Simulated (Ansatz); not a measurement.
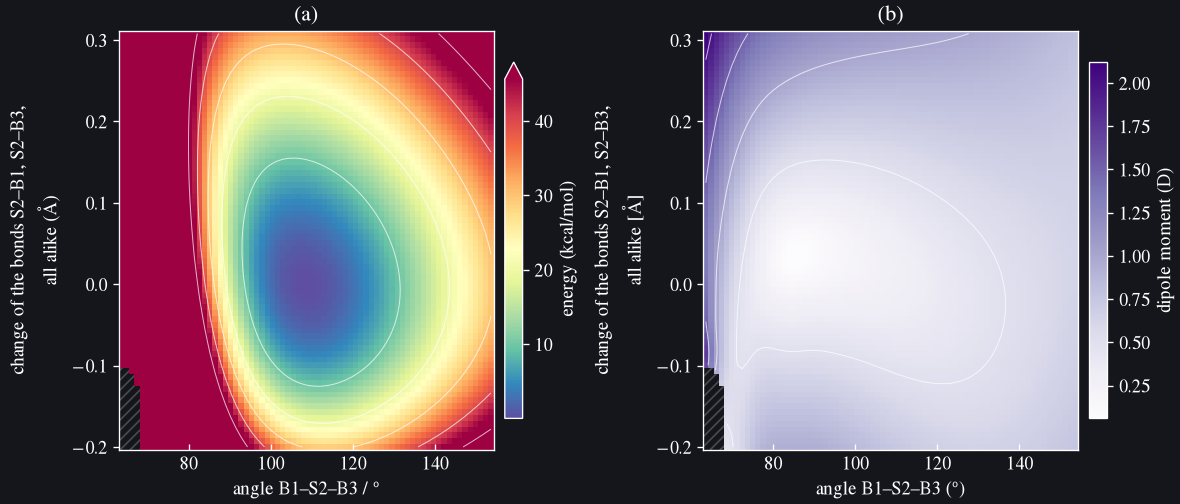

B2ClH3S, SMILES BSBCl. 
- The first coordinate is: angle B1–S2–B3; the second: change of the bonds S2–B1, S2–B3, all alike.
- Nothing is relaxed (all other coordinates rigid).
- The grid has 15 × 15 points. At 3 points there is no value (left out of the scan, as a rule where atoms come close).
- Points are written as (first, second).
- Energies are in kcal/mol, from the relaxed molecule at the same level.
- Computed with RHF/def2-TZVP (Ansatz).

Panel (a) is the energy and panel (b) the computed dipole moment on the same grid.

In the figure: a smooth colour map with a few white contour lines, one colour for all values above the top of the scale, hatched blanks where no value was computed. Between grid points the surface is interpolated.

Question: How does the dipole moment vary over the map, and what is it at the lowest grid point?

Answer: Leaving out the highest fifth of the energies, it runs from 0.09 D at (82.9°, 0.018 Å) to 1.28 D at (82.9°, 0.308 Å). At the lowest grid point, (108.6°, 0.018 Å), it is 0.27 D.
